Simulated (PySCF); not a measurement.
# C2H11BN2: the cost of one run

The runs use PySCF 2.14.0, with density-fitted response routines of our own; the level of theory stands in each step. All values are computed, except where a source is named. Atoms count from 0, in the outputs and in this text.

## Step 1: The starting structure

16 atoms, charge 0, multiplicity 1; geometry from: GFN2-xTB. The atoms were then displaced at random by about 0.01 Å, so the start is not that level's minimum.

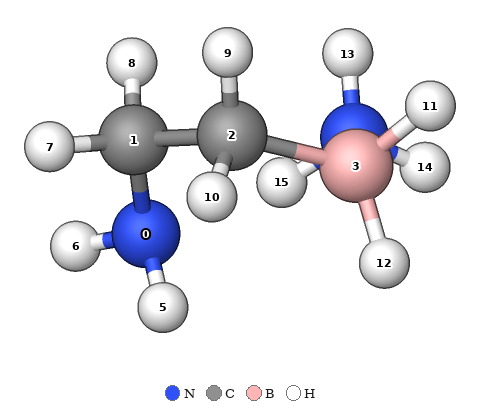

As it starts; nitrogen blue, carbon grey, boron pink, hydrogen white, atoms numbered.

## Step 2: Optimising the geometry at PBE0-D3(BJ)/def2-SVP

Job settings and geometry (Å):

```
{"job": {"xc": "PBE0", "basis": "def2-SVP", "d3": "d3bj", "grid": 1, "shake": 0.01, "kind": "geom"}, "charge": 0, "multiplicity": 1}
N      1.368130     0.809550    -0.450020
C      1.180680    -0.620770    -0.280270
C      0.092330    -0.940060     0.759260
B     -1.190690     0.027910     0.752180
N     -1.317170     0.652050    -0.752500
H      1.466440     1.264190     0.457770
H      2.184160     1.037140    -1.007190
H      2.153360    -1.091260    -0.003520
H      0.899820    -1.016600    -1.237660
H     -0.153090    -1.991200     0.640130
H      0.566620    -0.880730     1.764520
H     -2.225600    -0.581690     0.960990
H     -1.140380     0.975370     1.477620
H     -1.556370    -0.056330    -1.412160
H     -2.001130     1.393610    -0.784110
H     -0.346170     1.016470    -0.874320
```

On the command line:

```sh
> OMP_NUM_THREADS=1 python probes_run.py task.json out
```

The driver reads the jobs from task.json and runs them one after another.

**Question.** How long does this first job take on 1 thread of Arm Neoverse V1, shared host, and how much memory does it need?

About 41 s, with a peak of 0.51 GiB.
